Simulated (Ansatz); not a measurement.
## Electronic structure of HPSi$_{2}$ in real space

The calculation's input:

```
crystal:
  periodic: [false, false, false]
  atoms:
    - {symbol: P, position_ang: [1.097142, -0.766639, -0.974133]}
    - {symbol: Si, position_ang: [-0.925700, 0.014391, -1.114990]}
    - {symbol: Si, position_ang: [0.294295, -0.793011, 1.044900]}
    - {symbol: H, position_ang: [-1.201417, -0.152751, 0.553673]}
basis:
  gaussian:
    orbitals: def2-TZVPD
hamiltonian:
  xc: {name: PBE0}
output: {forces: true, orbitals: {seedname: orbitals}}
```

Command:

```sh
ansatz run input.yaml --threads 1 --pin off --max-ram 2610MiB --events-out events.jsonl --progress --plain --runs-dir runs
```

Geometry: B3LYP/6-31G*.

Computed with isolated molecule in a Gaussian basis; Kohn-Sham density functional theory, functional PBE0 in Ansatz.

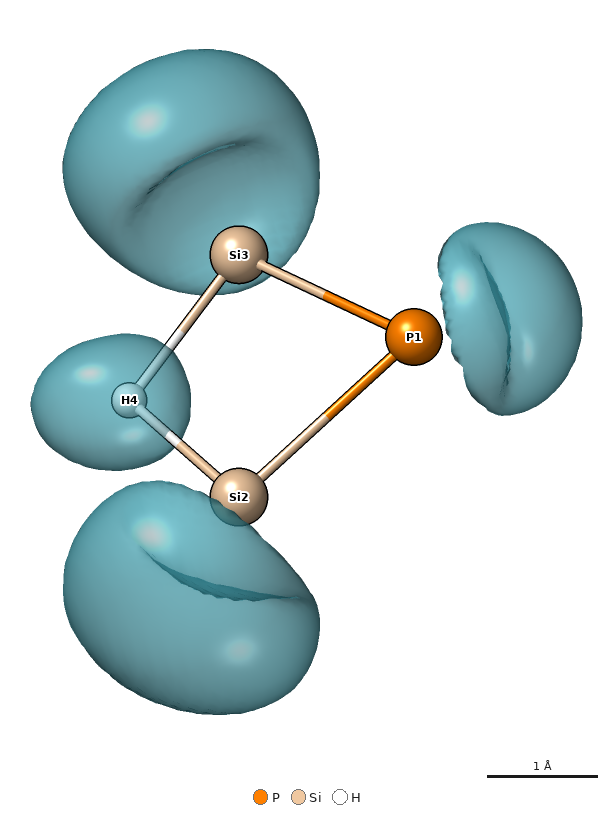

Figure 1. Isosurface of the electron localisation function at 0.9 (cyan), seen at a tilt. Only the valence region is drawn (cores and ρ < 0.01 e/Å³ removed).

Where are the electrons localised?

Answer. The surface consists of one region around a hydrogen nucleus, one lobe on P, pointing away from the bonds (lone pairs) and two lobes on Si, pointing away from the bonds (lone pairs). Profiles from the grid: Si–P (2.17 Å): the ELF peaks at about 0.85 between the atoms, as expected for a covalent bond. Si–H (1.70 Å): the ELF climbs to about 1 towards the hydrogen, as it does in any bond to H.

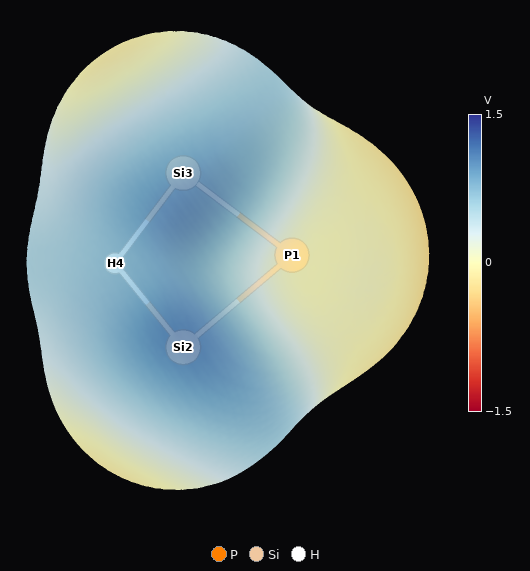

Figure 2. The electrostatic potential painted on the density surface at 0.002 e/bohr³, seen at a tilt; red is negative and blue positive.

Where is the surface potential most negative and most positive?

Answer. The most negative region (about −0.4 V, or −9 kcal/mol for a unit charge) lies over P1, the most positive (about +1.1 V, or +25 kcal/mol for a unit charge) over Si2 and Si3.

What dipole moment does the calculation give?

Answer. Its dipole moment is 0.91 D.

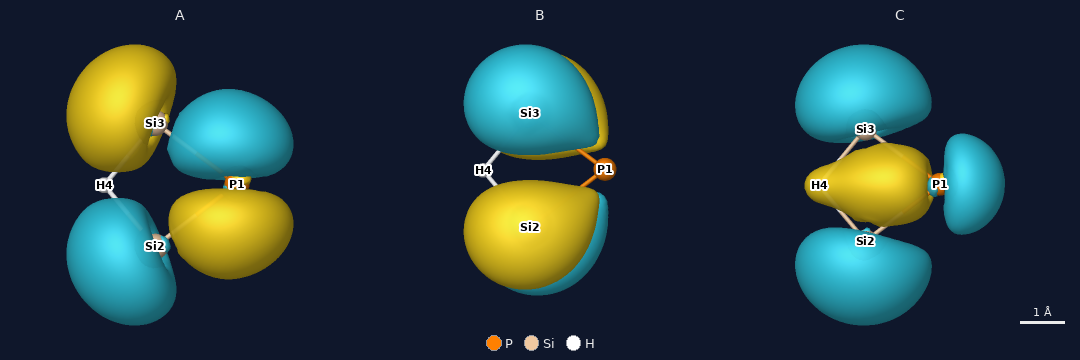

Figure 3. Three frontier orbitals at ±0.08 Å⁻³ᐟ² (yellow and cyan are the two phases), in no order.

Which picture is the HOMO−1, the HOMO and the LUMO?

Answer. C is the HOMO−1 (−7.42 eV). By Hirshfeld shares it lies mainly on Si2 (about 40 %), Si3 (about 40 %) and P1 (about 20 %); it is symmetric in the molecular plane (an in-plane orbital: σ, lone-pair or in-plane π type). A is the HOMO (−7.01 eV). By Hirshfeld shares it lies mainly on P1 (about 35 %), Si2 (about 30 %) and Si3 (about 30 %); it is symmetric in the molecular plane (an in-plane orbital: σ, lone-pair or in-plane π type). B is the LUMO (−2.57 eV). Its weight (Hirshfeld) is mainly on Si2 (about 45 %) and Si3 (about 45 %); it changes sign across the molecular plane (π type).

What is the HOMO–LUMO gap?

Answer. 4.44 eV between the orbital energies.

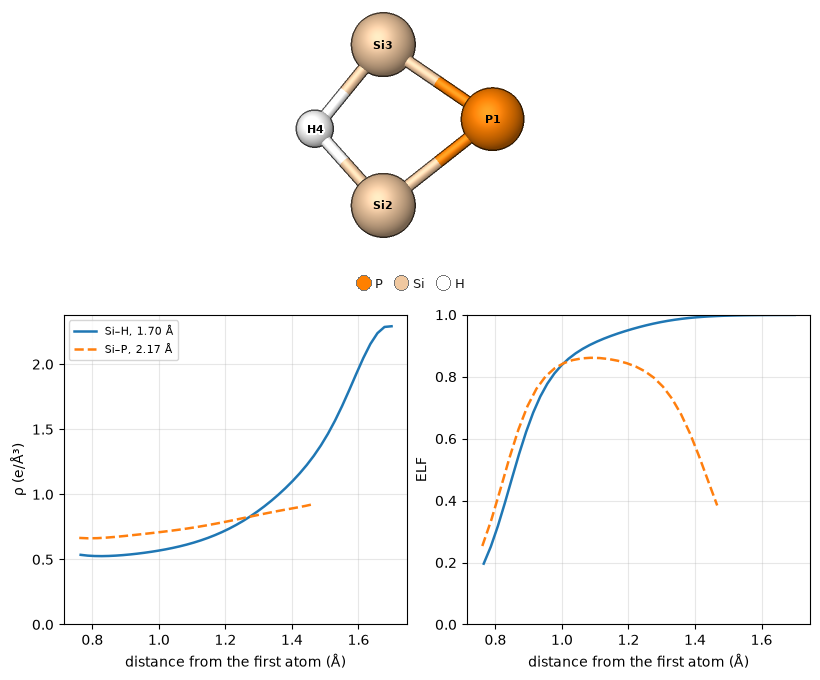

Figure 4. Total electron density and ELF along straight lines between neighbouring atoms. The curves leave out the atomic cores. The structure is drawn too.

Compare the contacts.

Answer. Si–H (1.70 Å): ρ is about 0.53 e/Å³ halfway; the ELF climbs to about 1 towards the hydrogen.
Si–P (2.17 Å): ρ at the midpoint is about 0.74 e/Å³, with its minimum of 0.66 e/Å³ about 0.8 Å from Si; the ELF peaks at about 0.85 between the atoms; localised, covalent bonding.
